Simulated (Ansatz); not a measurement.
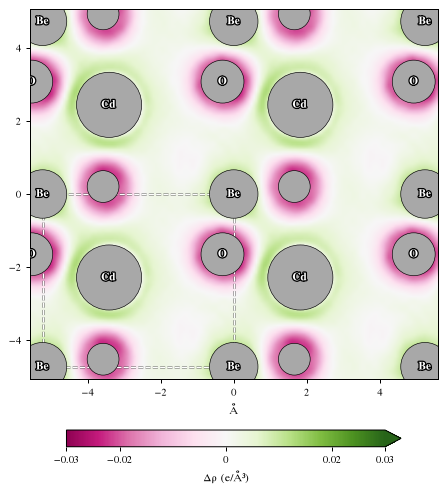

Be2CdO3. Difference of the valence pseudo-densities of two functionals at the same geometry, on the (100) plane of the calculation cell: one of PBE and r2SCAN less the other.

Space group Cmc2₁; a generated structure, not necessarily the stable one.

Both computed with Ansatz (plane waves, PAW), on the same k-point mesh. Grey discs cover the atomic cores.

```yaml
crystal:
  lattice:
    - [4.54691, -2.59492, 0.00000]
    - [4.54691, 2.59492, 0.00000]
    - [0.00000, 0.00000, 4.72717]
  atoms:
    - { symbol: Be, position: [0.47475, 0.16558, 0.49643] }
    - { symbol: Be, position: [0.16558, 0.47475, 0.99643] }
    - { symbol: Be, position: [0.52525, 0.83442, 0.99643] }
    - { symbol: Be, position: [0.83442, 0.52525, 0.49643] }
    - { symbol: Cd, position: [0.18880, 0.81120, 0.51296] }
    - { symbol: Cd, position: [0.81120, 0.18880, 0.01296] }
    - { symbol: O, position: [0.15920, 0.41913, 0.64741] }
    - { symbol: O, position: [0.58087, 0.84080, 0.64741] }
    - { symbol: O, position: [0.74691, 0.25309, 0.53966] }
    - { symbol: O, position: [0.41913, 0.15920, 0.14741] }
    - { symbol: O, position: [0.84080, 0.58087, 0.14741] }
    - { symbol: O, position: [0.25309, 0.74691, 0.03966] }
```

Q: Which was subtracted from which, and what does the map show?

A: It is PBE less r2SCAN. Against r2SCAN, PBE gives more density around Cd (+0.010 e/Å³ on average at 1.1 Å from the nucleus), less density around O (−0.015 e/Å³ on average at 0.7 Å from the nucleus) and a change of −0.006 e/Å³ at the midpoint of Be–O and +0.011 e/Å³ at the midpoint of Cd–O.
